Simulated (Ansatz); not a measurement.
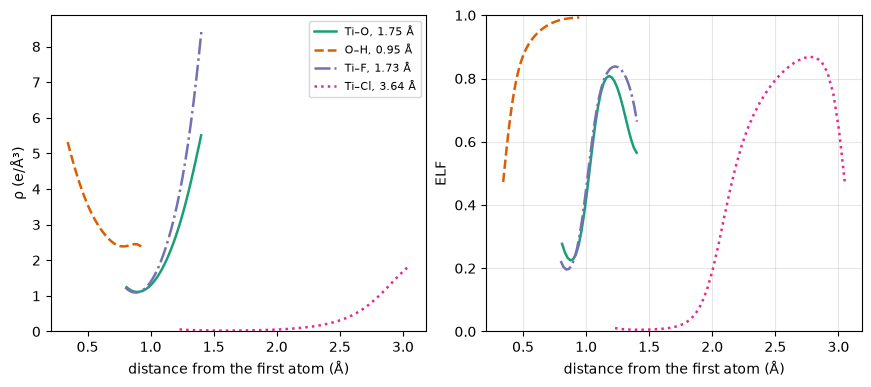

The picture shows: F₃HOTi···HCl. Total electron density and ELF along straight lines between neighbouring atoms. The curves leave out the atomic cores.

Computed with Ansatz 0.2.0, RHF/def2-SVP.

Input file:

```
crystal:
  periodic: [false, false, false]
  atoms:
    - { symbol: Ti, position_ang: [-0.135401, 0.112545, -0.027242] }
    - { symbol: O, position_ang: [-0.172177, -0.032283, 1.81695] }
    - { symbol: H, position_ang: [-0.837929, 0.199951, 2.448012] }
    - { symbol: F, position_ang: [1.468188, 0.317862, -0.612977] }
    - { symbol: F, position_ang: [-1.050995, 1.505317, -0.449698] }
    - { symbol: F, position_ang: [-0.916619, -1.221677, -0.784859] }
    - { symbol: Cl, position_ang: [1.698092, -2.624439, 1.351029] }
    - { symbol: H, position_ang: [1.158441, -1.756876, 2.191485] }
basis:
  gaussian: { orbitals: def2-SVP }
hamiltonian:
  xc: hf
relax:
  f_tol: 0.03
  max_steps: 50
output:
  orbitals: {}
```

Command:

```sh
ansatz run input.yaml --threads 2 --pin off --max-ram 3072MiB --backend cpu --events-out ev --progress --plain --runs-dir out
```

The fields are those of the run's last geometry, not of the input's.

Compare the contacts.

Answer. Ti–O (1.75 Å): ρ is about 1.1 e/Å³ halfway; the ELF peaks at about 0.80 in the valence shell of O, 0.6 Å from its nucleus, and drops to about 0.25 between the two atoms.
O–H (0.95 Å): ρ is about 3.8 e/Å³ halfway; the ELF climbs to about 1 towards the hydrogen, as it does in any bond to H; an ordinary covalent bond to hydrogen.
Ti–F (1.73 Å): ρ is about 1.1 e/Å³ halfway; the ELF peaks at about 0.85 in the valence shell of F, 0.5 Å from its nucleus, and drops to about 0.20 between the two atoms.
Ti1···Cl7 (3.64 Å): the density falls to about 0.03 e/Å³ on the way; the ELF dips to about 0 between them.
